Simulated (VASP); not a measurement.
Band structure of Hf (space group P6_3/mmc). Computed with PBE GGA, VASP's PBE PAW potentials (set 64) (plane waves; VASP 6.6.1).

Unless said otherwise, spin-orbit coupling is left out, though it shifts the bands of the heavy elements here.

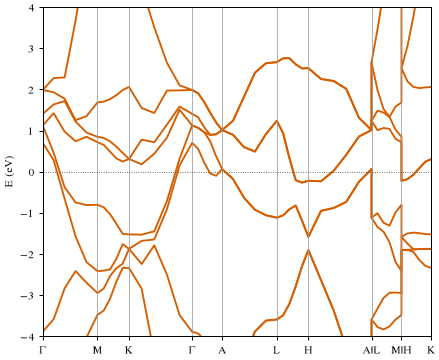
Figure: Bands along high-symmetry lines, zero at the valence-band maximum or, without a gap, the Fermi level

Problem. Read the plot: is there a gap, and where are the band edges?

Solution. It has no gap at this level: it comes out as a metal or semimetal.

The structure is a typed Hf crystal (P6_3/mmc). The cell was not relaxed at this level.
